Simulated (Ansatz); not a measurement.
| atom | x (Å) | y (Å) | z (Å) |
| --- | --- | --- | --- |
| C | -1.6941 | -2.3009 | 0.5448 |
| Ag | -3.0581 | -0.8101 | 0.1344 |
| F | -0.4855 | -1.7686 | 0.9008 |
| O | -1.8352 | -3.4764 | 0.5079 |

Geometry: r2SCAN-D4/def2-SVP; core potentials replace the inner electrons of Ag.

Theory: isolated molecule in a Gaussian basis; Kohn-Sham density functional theory, functional PBE0 in Ansatz.

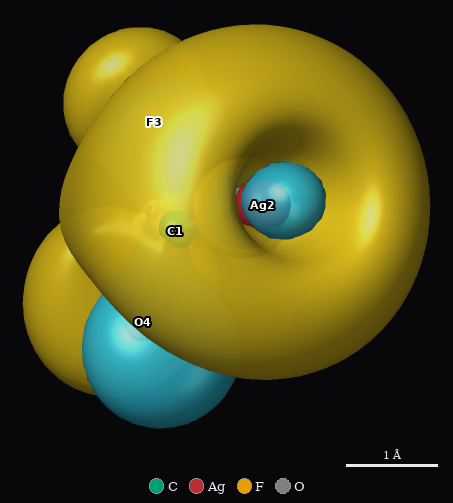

CAgFO (SMILES O=[C](F)[Ag]). One frontier orbital at ±0.06 Å⁻³ᐟ² (yellow and cyan are the two phases), seen at an oblique angle.

> Which orbital is it: HOMO or LUMO?

The HOMO, at −7.04 eV. By Hirshfeld shares it lies mainly on Ag2 (about 45 %), O4 (about 25 %), C1 (about 20 %) and F3 (about 10 %).
